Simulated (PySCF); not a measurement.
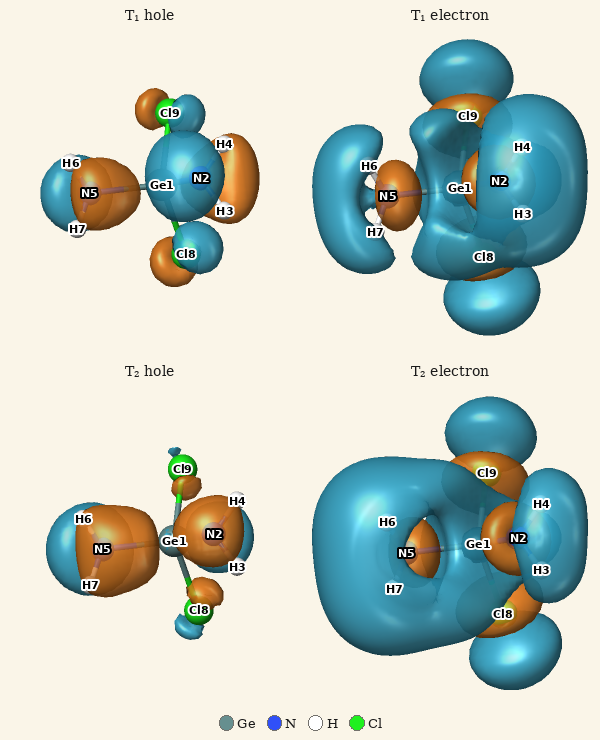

Ge(NH2)2Cl2 (Cl2GeH4N2). Leading natural transition orbitals (TDA triplet states).

Level of theory: ωB97X/def2-SVPD (PySCF), at a geometry from GFN2-xTB. No frequency check shows the geometry to be a minimum. GFN2-xTB bond lengths at metals and heavier atoms can be off by up to 0.1 Å and shapes distorted, which carries into these values.

Describe these excited states.

By state:
- T₁: 6.28 eV (197 nm), spin-forbidden from the singlet ground state, partly diffuse acceptor orbital; the leading pair carries 91 %; hole on N2 (45 %), N5 (25 %) and Ge1 (8 %), electron on Ge1 (28 %), Cl8 (16 %) and Cl9 (14 %) (atom shares of so diffuse an orbital are rough); their centroids lie 0.7 Å apart.
- T₂: 6.67 eV (186 nm), spin-forbidden from the singlet ground state, partly diffuse acceptor orbital; the leading pair carries 83 %; hole on N5 (46 %), N2 (24 %) and Ge1 (11 %), electron on Ge1 (27 %), Cl8 (14 %) and Cl9 (13 %) (atom shares of so diffuse an orbital are rough) (shares are of the whole state, not of the leading pair alone); their centroids lie 0.5 Å apart.
